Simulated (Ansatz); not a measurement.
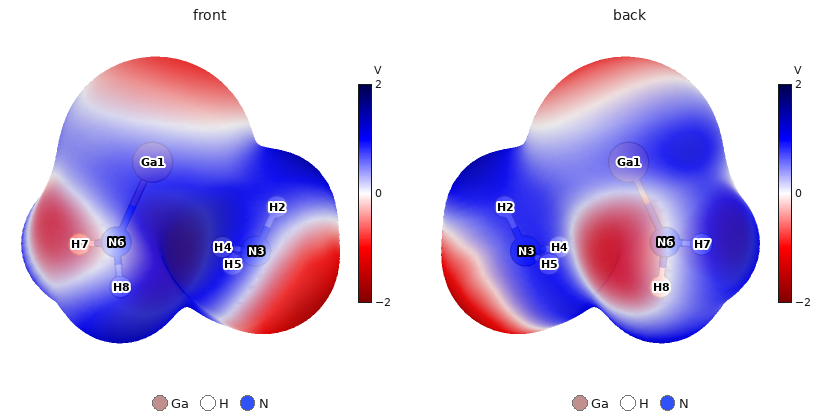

The picture shows: GaH2N···NH3. The molecular electrostatic potential painted on the density surface at 0.002 e/bohr³, seen from the front and from behind; the colour scale runs from red (negative) to blue (positive).

All numbers below come from Ansatz, RKS PBE/def2-SVP.

```xyz
8

Ga   -0.7459   -0.9236    0.8146
H     1.9048    0.0688    1.2665
N     1.9547    0.2533    0.2578
H     1.9282   -0.6462   -0.2372
H     1.1327    0.8079   -0.0131
N    -1.1656    0.0138   -0.7856
H    -2.1363    0.1989   -1.0695
H    -0.5537    0.2271   -1.5830
```

Where is the surface potential most negative and most positive?

The most negative region (about −1.6 V, or −37 kcal/mol for a unit charge) lies over N3, the most positive (about +1.6 V, or +37 kcal/mol for a unit charge) over H4. N3 is the likeliest acceptor of a hydrogen bond.
